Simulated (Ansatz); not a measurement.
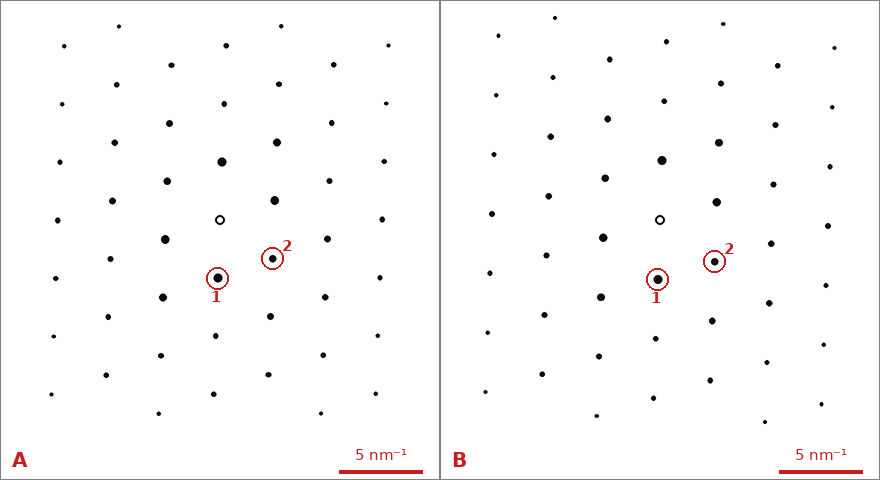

Kinematic electron diffraction patterns (120 kV, B = 0.5 Å², same scale) along [001] of the run's own cell, for the start and the end of one relaxation of WO with DFT r2SCAN+U, scalar-relativistic, plane waves, PAW in Ansatz 0.2.0. k mesh 10×10×5. The start is a generated model structure, and the relaxation ends in the nearest stationary point of its symmetry, not necessarily the ground state. Spot 1 is -1 0 0 and spot 2 is -1 -1 0 in both.

Start structure:

```
CELL_PARAMETERS angstrom
0.00000 2.39913 2.39913
2.39913 0.00000 2.39913
4.79826 4.79826 0.00000
ATOMIC_POSITIONS crystal
W 0.00000 0.00000 0.00000
O 0.25000 0.25000 0.12500
W 0.00000 0.00000 0.50000
O 0.25000 0.25000 0.62500
```

> Which pattern belongs to the start structure, and which to the relaxed one?

B is the start: its cell gives d(1) = 2.770 Å, d(2) = 2.399 Å and an angle of 54.7°. A is the relaxed structure, with d(1) = 2.833 Å (+2.2 %), d(2) = 2.522 Å (+5.1 %) and 55.8°.

> Summarise the relaxation behind the change.

The volume changed by +17.5 % to 16.22 Å³ an atom; with the mean shift removed, the atoms moved by up to 0.06 Å relative to the cell (W most); the space group went from F-43m (No. 216) to R3m (No. 160); the free energy fell by 130 meV an atom. Relaxed cell: a = 3.424 Å, b = 3.424 Å, c = 7.516 Å, α = 62.90°, β = 62.90°, γ = 60.00°.
